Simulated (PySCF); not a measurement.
Potential energy curve for BO, doublet.

- UKS-PBE0 = unrestricted PBE0/cc-pVDZ in PySCF
- UKS-BHandHLYP = unrestricted BHandHLYP/cc-pVDZ (PySCF)
- UMP2 = MP2 on UHF/cc-pVDZ, 2 core orbitals frozen run with PySCF
- ROHF/cc-pVDZ (PySCF)
- ROKS-BHandHLYP = restricted open-shell BHandHLYP/cc-pVDZ in PySCF

Energies are in kJ/mol, each relative to the lowest point of its own curve near equilibrium.

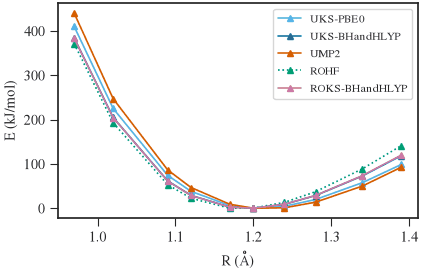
Fig. 1. Energy against bond length for each method.

```
R / Å  UKS-PBE0  UKS-BHandHLYP   UMP2   ROHF  ROKS-BHandHLYP
-----  --------  -------------  -----  -----  --------------
0.97      410.1          384.4  440.2  371.3           383.8
1.02      225.3          204.9  247.3  193.0           204.4
1.09       74.2           61.7   86.5   53.2            61.4
1.12       38.1           29.0   46.7   22.5            28.7
1.17        5.9            2.5    8.9    0.0             2.4
1.20        0.0            0.0    0.0    0.3             0.0
1.24        4.4            8.8    0.9   13.2             9.0
1.28       19.7           28.6   13.7   37.3            28.9
1.34       57.6           72.8   49.9   88.8            73.5
1.39       98.6          118.7   92.5  141.2           119.8
```

At the longest distance, 1.39 Å, ROHF lies highest above its minimum (141.2 kJ/mol) and UMP2 lowest (92.5 kJ/mol).

The scan ran from 0.97 to 4.82 Å; beyond the distances shown one of the unrestricted levels run for this scan, shown here or not, changes its spin distribution in one step. The unrestricted determinant behind UMP2 is spin-contaminated at 1.34 to 1.39 Å (<S²> up to 0.9, against 0.75 for a pure doublet).
